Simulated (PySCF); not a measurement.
## A study: As2BH7, SMILES `[AsH2][BH2-][AsH3+]`

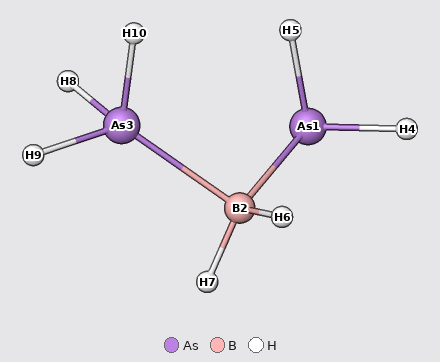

The molecule, with its atoms numbered as below. No frequency check shows the geometry to be a minimum.

Coordinates in Å:

```
As1     -1.6647   -0.1294   -0.0668
B2      -0.0435    1.1897    0.0268
As3      1.5776   -0.0833    0.0014
H4      -2.4266    0.4589    1.0979
H5      -1.0484   -1.1510    0.8989
H6       0.0692    1.8115    1.0373
H7       0.0842    1.8649   -0.9507
H8       1.5423   -1.2234   -0.9497
H9       3.0044    0.2518   -0.2826
H10      1.8665   -0.9416    1.1755
```

## 1. Excited states

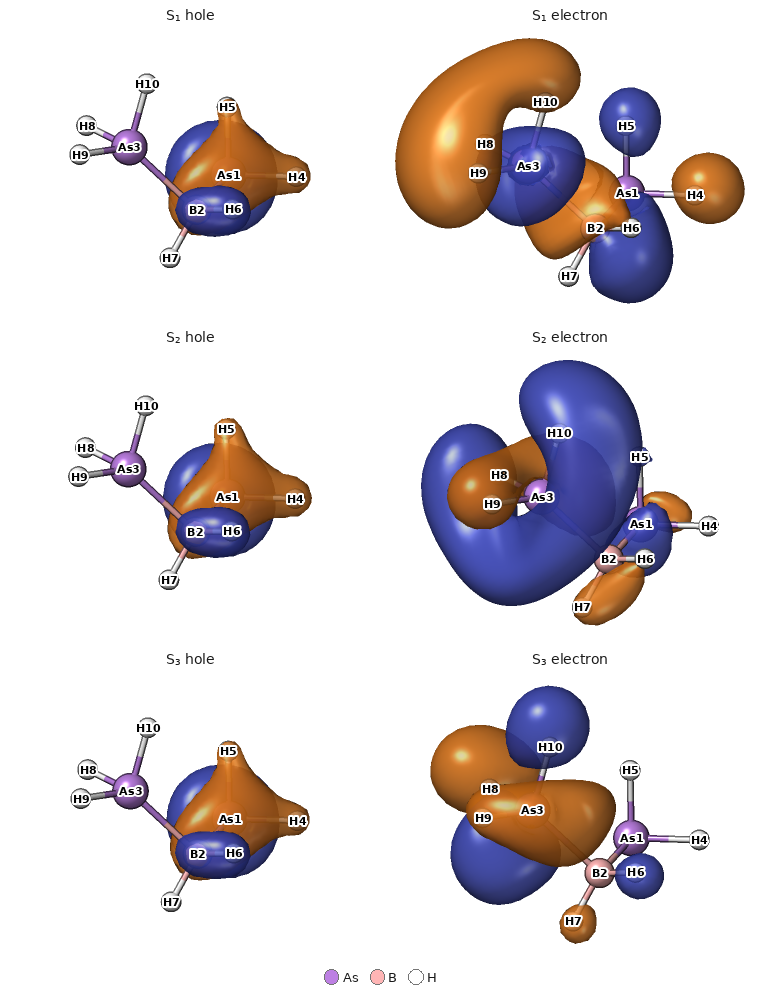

Leading natural transition orbitals (full linear response singlet states).

Method: PBE0/def2-SVPD; geometry: GFN2-xTB; program: PySCF.

**Describe these excited states.**

By state:
- S₁: 5.18 eV (239 nm), f = 0.035, partly diffuse acceptor orbital; the leading pair carries 99 %; hole on As1 (67 %), B2 (14 %) and H6 (5 %), electron on As3 (26 %), H9 (18 %) and As1 (17 %) (atom shares of so diffuse an orbital are rough); their centroids lie 2.4 Å apart.
- S₂: 5.61 eV (221 nm), f = 0.067, partly diffuse acceptor orbital; the leading pair carries 99 %; hole on As1 (66 %), B2 (13 %) and H4 and H6 (5 % each), electron on As3 (41 %), H8 and H10 (14 % each) and As1 (8 %) (atom shares of so diffuse an orbital are rough); their centroids lie 2.7 Å apart; S₃ and S₄ lie within 0.1 eV of it.
- S₃: 5.62 eV (221 nm), f = 0.002, charge transfer, whose energy this functional puts too low; the leading pair carries 100 %; hole on As1 (66 %) and B2 (14 %), electron on As3 (48 %), H8 (17 %) and H10 (12 %); their centroids lie 2.9 Å apart; S₂ and S₄ lie within 0.1 eV of it.

## 2. Removing or adding an electron

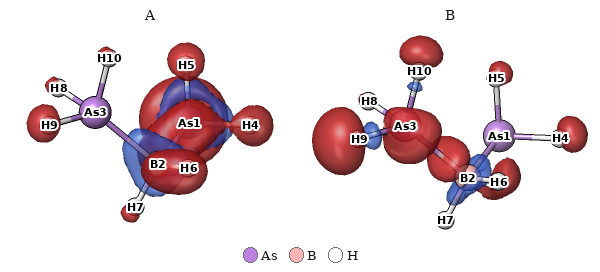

The two Fukui functions at ±0.03 e/Å³ (red positive, blue negative).

Computed with PySCF, BLYP/def2-SVP, geometry: GFN2-xTB.

**Which panel is f⁻ (electron removed) and which f⁺ (electron added)?**

A is f⁻, B is f⁺. f⁻ (Hirshfeld-condensed) is largest on As1 (0.43); the vertical ionisation energy is 8.36 eV. f⁺ (Hirshfeld-condensed) is largest on As1 (0.19), H9 (0.18) and As3 (0.18); the vertical electron affinity is −1.73 eV (the stability of the anion's solution wasn't checked; negative, but this basis has no diffuse functions, so it doesn't show that the anion is unbound).

**What chemical potential and hardness follow from the two energies?**

μ = −(I + A)/2 = −3.32 eV and η = I − A = 10.09 eV.

## 3. Localised orbitals

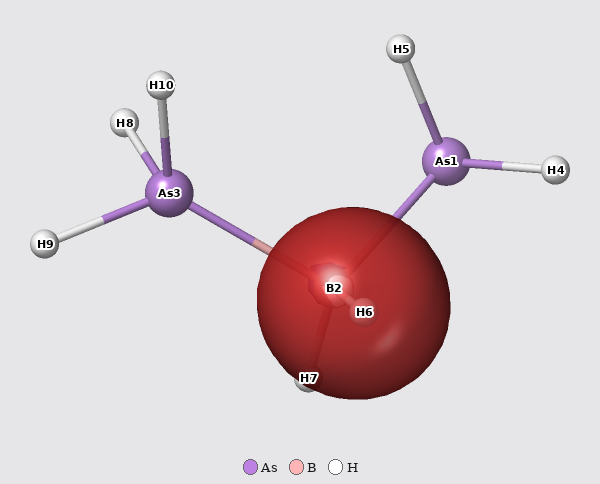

Pipek–Mezey orbitals, occupied; each surface holds about 80 % of the orbital's density. Energies are diagonal elements of the Fock matrix.

PySCF calculation, PBE0/aug-cc-pVDZ, gas phase; geometry: GFN2-xTB.

**What does this orbital represent?**

σ bond B2–H6 (B2 50 %, H6 48 %; −10.5 eV).
